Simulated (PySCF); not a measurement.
Vertical excitations of a molecule CH3FO2Si from TDA-LC-ωPBE/def2-SVPD run with PySCF, as energy in eV (oscillator strength): 5.85 (0.001), 8.48 (0.054), 8.52 (0.000), 8.90 (0.003), 9.10 (0.042), 9.15 (0.106), 9.29 (0.060), 9.70 (0.217), 10.08 (0.012), 10.11 (0.013). Lowest triplet (TDA): 5.24 eV. The structure is a stationary point at PBE0-D3(BJ)/def2-SVP. Other conformers were not sampled.

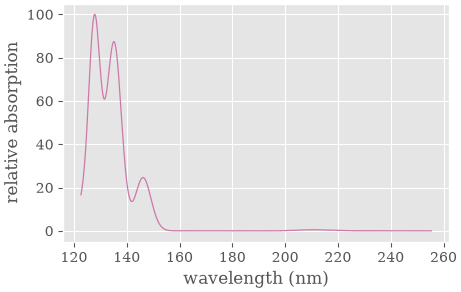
Figure: The lines broadened by 0.4 eV.

Which molecule gave these data?
A. O=C(O)[SiH2]F
B. F[SiH]1OCO1
C. O=C[Si@@H](O)F
D. O=CO[SiH2]F

D, O=CO[SiH2]F
